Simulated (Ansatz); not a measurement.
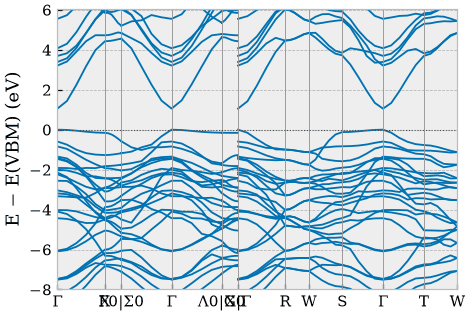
Fig. 1. Band structure from PBEsol (plane waves, PAW; program Ansatz)

Task: Read off the gap and where the band edges lie.

Result: About 1.1 eV (1.05 eV by a search for the band edges); maximum at Γ, minimum at Γ.

The material is Ga3NO3 in space group Ima2 (No. 46; Pearson symbol oI28).

The start of the workflow was typed in or built on a structure type; neither database checked (COD, Materials Project) lists it. Whether it is the stable phase at ambient conditions was not checked. The cell was relaxed with PBEsol under the symmetry of its start; whether a distortion lowers the energy is not shown. Spin–orbit coupling is left out wherever it is not named.

Potentials: the earlier of the program's two PAW sets. The files were generated under PBE; for other functionals the program regenerates the frozen cores, and for LDA and PBEsol the local potential too.
